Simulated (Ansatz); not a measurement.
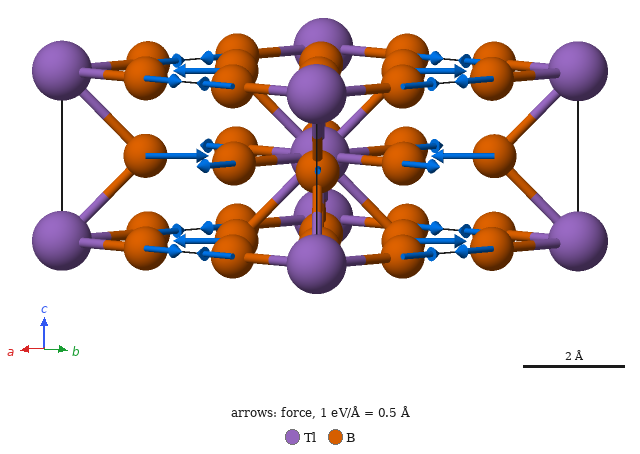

Starting geometry of crystalline TlB₈ (a generated structure, set up in I4/mmm) (coarse preliminary run) with the computed forces as blue arrows. A ball-and-stick model of the conventional cell (2 times the calculation's cell), seen from a free direction. Lengths and directions refer to the drawn axes.

Method: DFT PBE, scalar-relativistic, plane waves, PAW (Ansatz 0.2.0).

The input:
```yaml
crystal:
  lattice:
    - [-3.63431259, 3.63431259, 1.70079827]
    - [3.63431259, -3.63431259, 1.70079827]
    - [3.63431259, 3.63431259, -1.70079827]
  atoms:
    - { symbol: Tl, position: [0.0, 0.0, 0.0] }
    - { symbol: B, position: [0.33815244, 0.33815244, 0.67630488] }
    - { symbol: B, position: [0.66184756, 0.66184756, 0.32369512] }
    - { symbol: B, position: [0.66184756, 0.33815244, 0.0] }
    - { symbol: B, position: [0.0, 0.67072177, 0.67072177] }
    - { symbol: B, position: [0.32927823, 0.0, 0.32927823] }
    - { symbol: B, position: [0.67072177, 0.0, 0.67072177] }
    - { symbol: B, position: [0.0, 0.32927823, 0.32927823] }
    - { symbol: B, position: [0.33815244, 0.66184756, 0.0] }
basis:
  ecutwfc: 420
kpoints:
  mp_grid: { grid: [6, 6, 6] }
hamiltonian:
  xc: pbe
scf:
  occupations: { method: gaussian, width: 0.1 }
  lower_state_search: "off"
output:
  forces: true
  stress: true
  eigenvalues: true
relax:
  adjacent_minimum: "off"
  f_tol: 0.04
  max_steps: 70
  cell: { stress_tol: 0.4 }
```

Command:
```bash
ansatz run input.yaml --threads 1 --pin off --max-ram 2560MiB --backend cpu --events-out ev --progress --plain --runs-dir out
```

**Is this structure relaxed? If not, where do the atoms go?**

It isn't relaxed: the largest force vector, on B atoms, is 2.53 eV/Å. The atoms end up moving mostly along the starting forces (cosine between the two patterns 0.93). The largest moves relative to the cell, 1.23 Å, are those of B2, B3, B4 and B9. B4 goes along [−1 1 0]. Tl stays in place. The drawn cell changes as follows: a = b 7.269 → 7.569 Å (+4.1 %), c 3.402 → 3.012 Å (−11.5 %); the volume changes by −4.0 %. Some distances before and after: Tl1–B2 3.476 → 2.389 Å, Tl1–B2 (another image) 2.379 → 3.324 Å, B2–B3 2.485 → 1.612 Å, B5–B8 2.482 → 1.781 Å. New bonds form: B2–B3 (2.49 → 1.61 Å), B4–B9 (2.49 → 1.61 Å), B5–B6 (2.44 → 1.96 Å), B5–B7 (2.44 → 1.96 Å). Bonds break: Tl1–B2 (2.38 → 3.32 Å), Tl1–B3 (2.38 → 3.32 Å), Tl1–B4 (2.38 → 3.32 Å), Tl1–B9 (2.38 → 3.32 Å). The space group stays I4/mmm (No. 139). Over 11 accepted moves (12 points after the start) the energy falls by 1502 meV per atom. Largest force component: 2.1 eV/Å at the start, 0.0071 eV/Å at the end. The pressure goes from −6.18 to 0.02 GPa. At 1 point the geometry stayed and the basis and grid were re-selected for the new cell (energy shift of 0.2 meV per atom at most each time).
